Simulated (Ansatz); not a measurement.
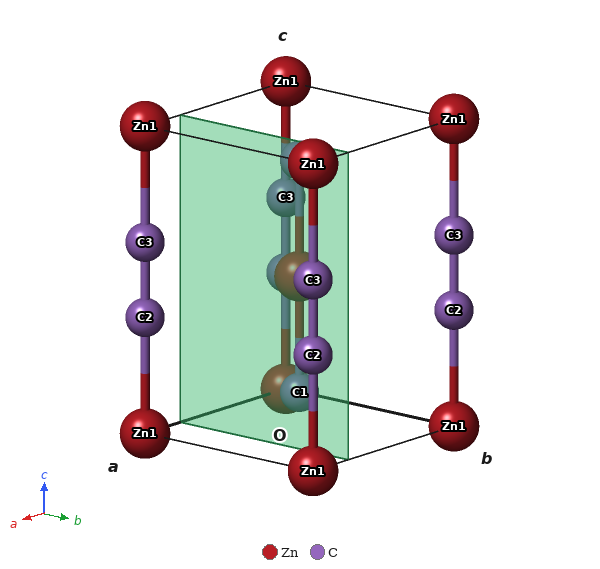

Crystal: ZnC₂, the end point of a relaxation (final pressure about 21 GPa) with DFT PBE, scalar-relativistic, plane waves, PAW in Ansatz; the starting structure was generated, so it need not be a known form of this composition. The shaded plane is a symmetry element of the crystal. Geometry calculated from the standardised cell; symmetry tolerance 0.002 Å.

a = 3.493 Å, b = 3.493 Å, c = 5.077 Å, α = 90.00°, β = 90.00°, γ = 90.00°.

```
atom       x       y       z
 Zn1  0.0000  0.0000  0.0000
  C1  0.5000  0.5000  0.1223
  C2  0.0000  0.0000  0.3777
 Zn2  0.5000  0.5000  0.5000
  C3  0.0000  0.0000  0.6223
  C4  0.5000  0.5000  0.8777
```

Is it a mirror or a glide plane, and what is the operation?

It is a glide plane with glide vector (0, 1/2, 1/2), parallel to (1 0 0), through (3/4, 1/2, 1/2): x, y, z → −x+3/2, y+1/2, z+1/2.

Onto which atom does it carry each atom (up to whole multiples of a, b and c)?

Zn1 → Zn2, C1 → C3, C2 → C4, Zn2 → Zn1, C3 → C1, C4 → C2.

What is the crystal's space group?

No. 139, I4/mmm.
